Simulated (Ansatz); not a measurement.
## Electronic structure of CHB2Si (SMILES B1=C2B[Si]12) (doublet) in real space

```xyz
5

C    -1.2577    1.4721    0.7050
B    -0.6473    2.1698    1.7829
B    -1.6099    0.1546    0.2982
Si   -0.7014    0.1993    2.1352
H    -2.0792   -0.6102   -0.4772
```

Geometry: PBE0-D3(BJ)/pcseg-1.

Theory: isolated molecule in a Gaussian basis; Kohn-Sham density functional theory, functional PBE0 in Ansatz 0.2.0.

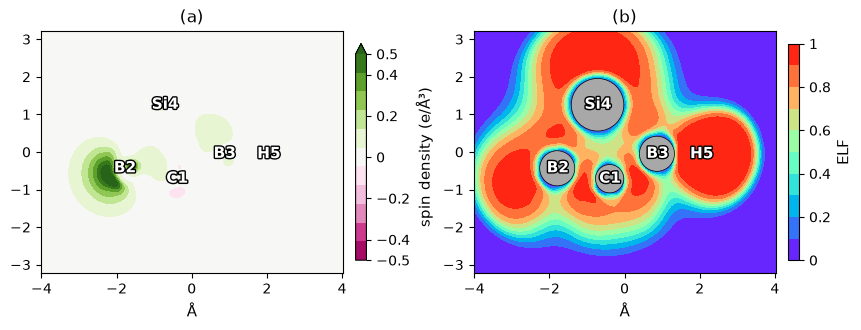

Figure 1. (a) spin density; (b) ELF on the molecular plane. Grey discs cover the atomic cores in the ELF map.

Read the bonding off the picture.

Answer. Atoms in the plane: C, B, Si and H.
C–B (1.42 Å): the ELF peaks at about 0.90 between the atoms: a covalent bond.
C–Si (1.99 Å): the ELF peaks at about 0.65 between the atoms.
Si–B (2.00 Å): the ELF peaks at about 0.85 between the atoms (localised, covalent bonding).
B–H (1.19 Å): the ELF climbs to about 1 towards the hydrogen, as it does in any bond to H: a covalent bond by its length.
Si–B (2.05 Å): the ELF peaks at about 0.80 between the atoms (localised, covalent bonding).
The ELF also peaks beside B2 and Si4, away from the bonds: non-bonding electrons, paired or unpaired.
The unpaired spin (1 electron) lies mostly on B2 (about 0.8) and Si4 (about 0.1), in electrons by Hirshfeld's partition.

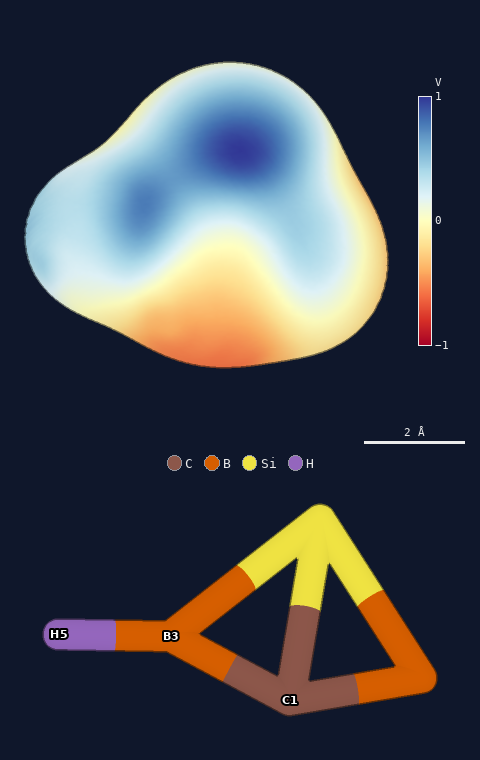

Figure 2. The electrostatic potential painted on the density surface at 0.001 e/bohr³, seen at a tilt; the colour scale runs from red (negative) to blue (positive). The bare structure is drawn below in the same view.

Where is the surface potential most negative and most positive?

Answer. The most negative region (about −0.6 V) lies over C1, the most positive (about +1.0 V) over Si4.

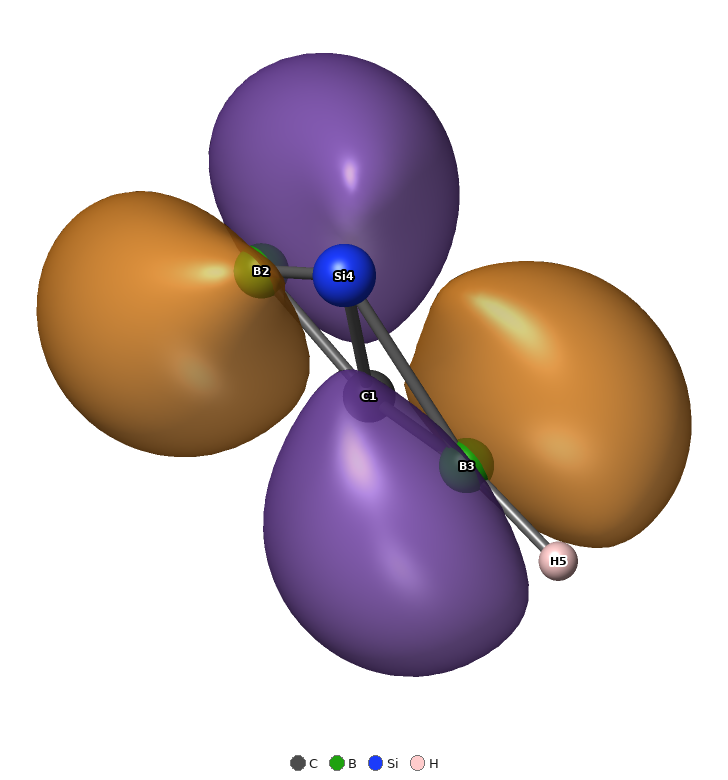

Figure 3. The LUMO (α) at ±0.08 Å⁻³ᐟ² (orange and purple are the two phases), seen at an oblique angle.

What is the character of this orbital?

Answer. Its weight (Hirshfeld) is mainly on B2 (about 35 %), B3 (about 35 %) and C1 (about 10 %); it changes sign across the molecular plane (π type); π-bonding across C1–B3 and B2–Si4; π-antibonding (a node) across C1–Si4 and B3–Si4. Its energy is −2.51 eV.
